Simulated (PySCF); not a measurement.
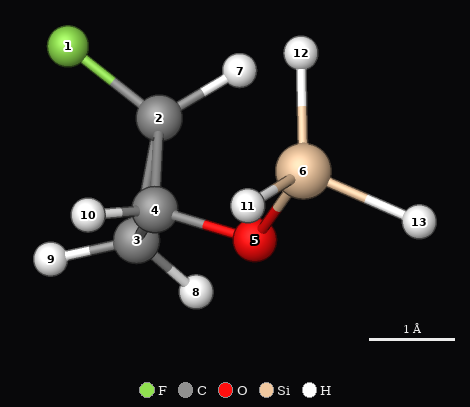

Figure 1. The structure (ball-and-stick view, seen at a tilt; atoms are numbered from 1 in the order of the input).

## NMR shielding calculation, with input and output: C3H7FOSi

- system: C3H7FOSi, SMILES F[C@@H]1C[C@H]1O[SiH3]
- method: GIAO PBE0/pcSseg-1 NMR shielding, non-relativistic, gas phase (PySCF 2.14.0)

The geometry comes from this level: GFN2-xTB, MD frame at 800 fs, 200 K. It belongs to a series of runs on one base structure; here: MD frame at 800 fs, 200 K. Figures and captions count atoms from 1; the log counts them from 0 in places.

Input
```
{"job": {"kind": "nmr", "xc": "PBE0", "basis": "pcSseg-1", "pop": false}, "charge": 0, "multiplicity": 1}
F     -1.944100     1.282400     0.886800
C     -1.360800     0.478400    -0.060600
C     -1.547800    -1.026000     0.125700
C     -0.212400    -0.361600     0.420600
O      0.877600    -0.555300    -0.428600
Si     2.090700     0.516300    -0.555300
H     -1.372300     0.991500    -1.071600
H     -1.710400    -1.730800    -0.706100
H     -2.115000    -1.317800     0.989500
H      0.070900    -0.313000     1.376300
H      3.024100     0.354100     0.505200
H      1.625600     1.840400    -0.677400
H      2.864900    -0.005900    -1.735700
```

The first line tells a small driver script what to run in PySCF; the rest is the geometry in Å.

Launched with:
```bash
OMP_NUM_THREADS=1 python <driver script> task.json out
```

What the program printed
```
coarse grid: 11400 points
cycle   1  E = -582.4166630315  dE =  8.220e-01  |g| = 7.454e-01  |ddm| = 3.174e+00
cycle   2  E = -582.2871767573  dE =  1.295e-01  |g| = 1.142e+00  |ddm| = 1.433e+00
cycle   3  E = -582.5109528600  dE = -2.238e-01  |g| = 8.854e-02  |ddm| = 9.853e-01
cycle   4  E = -582.5121520619  dE = -1.199e-03  |g| = 4.541e-02  |ddm| = 1.022e-01
cycle   5  E = -582.5125197533  dE = -3.677e-04  |g| = 8.035e-03  |ddm| = 3.763e-02
cycle   6  E = -582.5125285050  dE = -8.752e-06  |g| = 3.353e-03  |ddm| = 7.730e-03
cycle   7  E = -582.5125308419  dE = -2.337e-06  |g| = 3.647e-04  |ddm| = 2.707e-03
final grid: 105968 points
cycle   8  E = -582.5649008680  dE = -2.540e-05  |g| = 9.939e-03  |ddm| = 2.322e-02
cycle   9  E = -582.5648785272  dE =  2.234e-05  |g| = 1.512e-02  |ddm| = 1.700e-02
cycle  10  E = -582.5649192051  dE = -4.068e-05  |g| = 8.465e-04  |ddm| = 1.026e-02
cycle  11  E = -582.5649193508  dE = -1.457e-07  |g| = 2.344e-04  |ddm| = 9.371e-04
cycle  12  E = -582.5649193612  dE = -1.033e-08  |g| = 8.862e-05  |ddm| = 2.578e-04
cycle  13  E = -582.5649193623  dE = -1.096e-09  |g| = 2.199e-05  |ddm| = 7.048e-05
cycle  14  E = -582.5649193623  dE = -8.356e-11  |g| = 3.531e-06  |ddm| = 2.174e-05
```

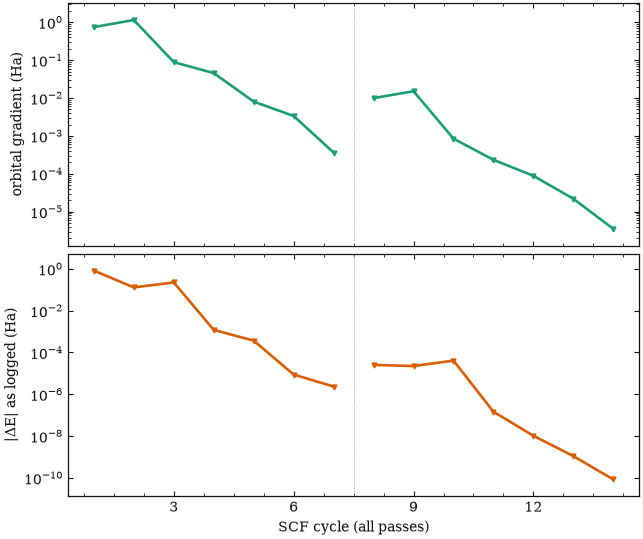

Figure 2. Convergence of the self-consistent field: orbital gradient and size of the energy change against the SCF cycle. The dotted line marks the change from a coarse to the final integration grid. The first 7 cycles use a coarse grid, the final grid takes over at cycle 8, and the field converges after 14 cycles in all.

```
converged SCF energy = -582.5649193623

GIAO shielding tensors (ppm)
atom      isotropic    diamagn.    paramagn.     s11        s22        s33       span
  0 F      395.088     470.801     -75.713    351.338    394.091    439.834     88.496
  1 C      105.507     247.181    -141.674     50.993     74.900    190.628    139.635
  2 C      166.251     254.649     -88.398    139.624    152.769    206.361     66.737
  3 C      131.750     243.973    -112.223     84.264    105.954    205.032    120.768
  4 O      326.252     394.774     -68.522    284.045    344.909    349.802     65.758
  5 Si     386.287     879.947    -493.660    337.759    339.665    481.435    143.676
  6 H       25.781      28.800      -3.019     22.117     25.858     29.367      7.249
  7 H       29.580      29.504       0.077     24.999     26.623     37.119     12.121
  8 H       30.819      30.174       0.645     25.675     27.665     39.117     13.441
  9 H       29.789      33.142      -3.353     23.915     30.209     35.242     11.326
 10 H       27.245      29.817      -2.572     23.835     25.348     32.552      8.716
 11 H       27.397      30.457      -3.059     23.777     26.243     32.172      8.395
 12 H       26.462      28.498      -2.036     23.119     24.632     31.636      8.517
```

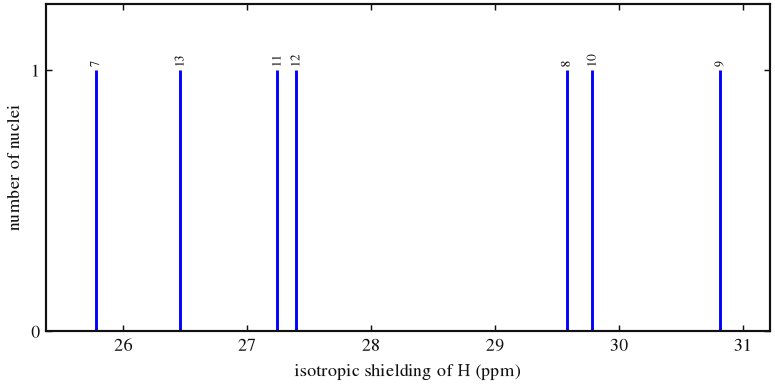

Figure 3. Isotropic shieldings of the hydrogen nuclei in this fixed geometry, labelled by atom number; shielding grows to the right, so chemical shift grows to the left. The least shielded is H7 (25.8 ppm), the most shielded H9 (30.8 ppm).

Summary

```tsv
quantity	value
outcome	converged
total energy	−582.564919 hartree
HOMO	−7.80 eV
LUMO	0.43 eV
dipole moment	0.24 D
isotropic shielding, F	395.1 ppm
isotropic shielding, C	105.5 to 166.3 ppm
isotropic shielding, O	326.3 ppm
isotropic shielding, Si	386.3 ppm
isotropic shielding, H	25.8 to 30.8 ppm
hardware	1 CPU thread, shared host
wall time	32 s
peak memory	0.73 GiB
```
